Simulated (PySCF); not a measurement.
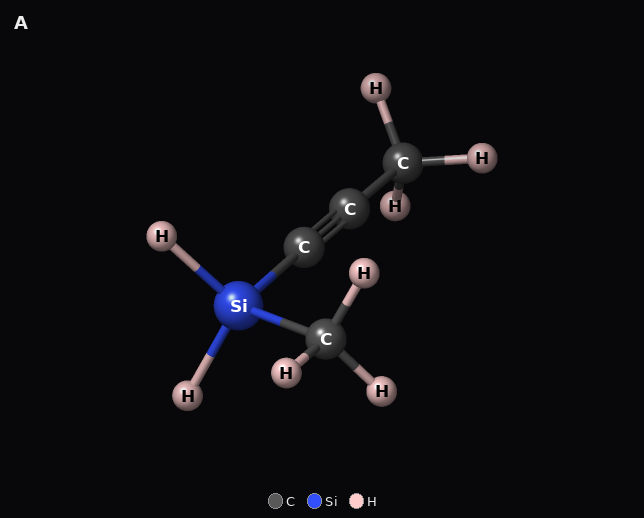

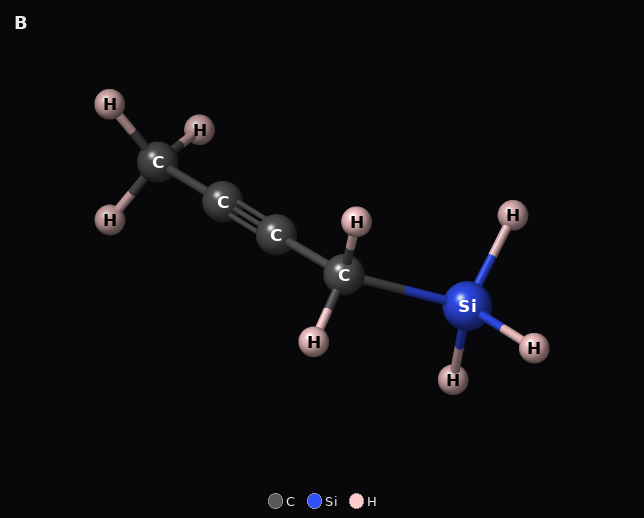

2 stationary structures of one formula. Geometries: PBE0-D3(BJ)/def2-SVP. Electronic energies: PBE0-D3(BJ)/def2-SVP (PySCF 2.14.0), without zero-point energy. No frequency run is at hand to confirm each as a minimum.

Which structure is the most stable?

A is lowest; B lies 12.9 kcal/mol above it. A is `CC#C[SiH2]C`, B is `CC#CC[SiH3]`.
